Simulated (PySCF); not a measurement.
C3H11BO2Si, SMILES C[SiH2]CCB(O)O at its GFN2-xTB optimised geometry (Å):

```
18

Si    -0.7284     2.1859    -0.3883
C     -1.2873     2.5568     1.3900
C      0.2158     0.5363    -0.4529
C     -0.6186    -0.6684     0.0000
B      0.1812    -2.0563     0.0000
O      1.5281    -2.0563     0.0000
O     -0.4468    -3.2694     0.0219
H      0.1434     3.2694    -0.8636
H     -1.9162     2.1162    -1.2555
H     -1.9979     1.8177     1.7494
H     -1.7691     3.5279     1.4534
H     -0.4449     2.5632     2.0761
H      0.5675     0.3523    -1.4688
H      1.1112     0.5850     0.1675
H     -0.9838    -0.4827     1.0146
H     -1.5097    -0.7443    -0.6304
H      1.9162    -2.9321     0.0120
H     -1.4018    -3.2544     0.0211
```

Method: CAM-B3LYP/def2-SVP (PySCF 2.14.0). Cells within 0.4 Å of a nucleus heavier than hydrogen are left out (blank, or x).

Map of the electron localisation function on the plane z = 1.5 Å:

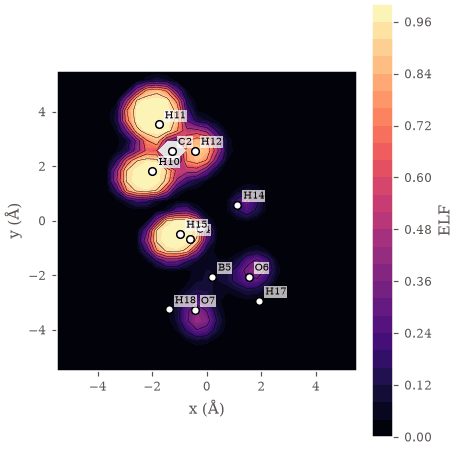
Figure: Electron localisation function on the plane z = 1.5 Å.
